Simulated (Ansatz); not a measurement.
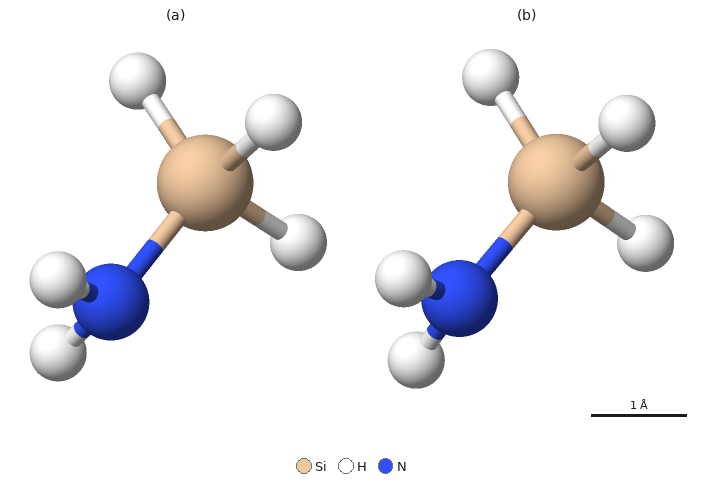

The structure of SiNH₅ before (left) and after (right) a relaxation, at one scale.

The picture is a ball-and-stick view, seen from a free direction.

It is one of the separated products of a reaction.

These are results of RKS PBE0-D4/def2-TZVP in Ansatz 0.2.0, not measurements. (force threshold 0.005 eV/Å; at most 200 steps)

Q: What changed between the two?

A: After 6 geometry steps the energy has fallen by 0.18 kcal/mol. The largest force component goes from 0.26 to 0.0011 eV/Å. An H atom moves most after the best rigid fit: 0.11 Å. By element the largest moves are H 0.11 Å, N 0.05 Å, Si 0.01 Å. Some distances before and after: H–N 1.016 → 1.007 Å, N–Si 1.727 → 1.720 Å. Among the angles between lasting bonds that change: Si–N–H 116.9° → 119.6°.
